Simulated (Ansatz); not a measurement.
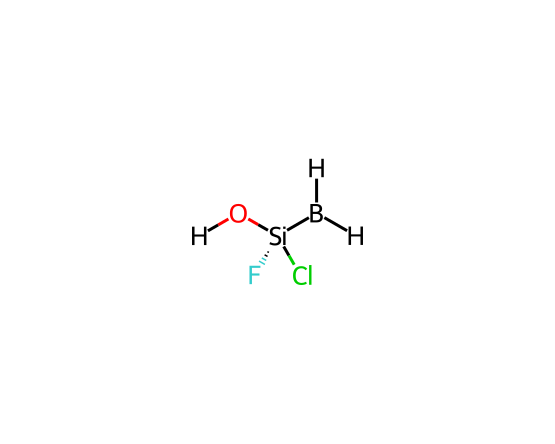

The drawing above gives the connectivity. The geometry was computed by an optimisation with PBE-D4/def2-SVP. No frequency run is at hand to confirm it as a minimum.

Describe the 3D structure.

Formula BClFH3OSi. Its SMILES string is `B[Si@@](O)(F)Cl`. It has no ring. Among its groups: Si–O bond, B–H bond. This geometry has C1 symmetry. Coordination: 1 B trigonal planar; 1 Si tetrahedral; 1 O bent.

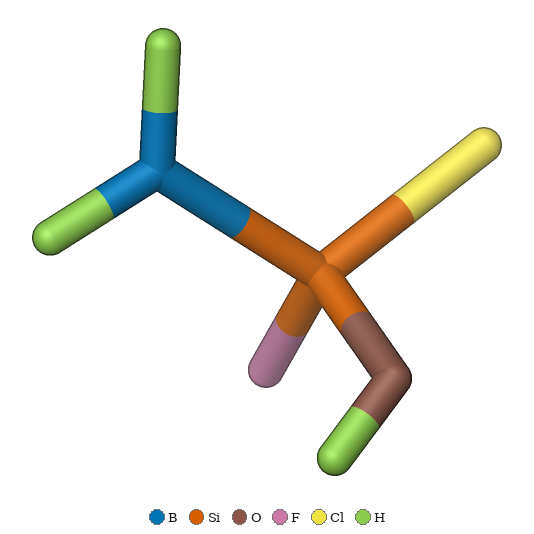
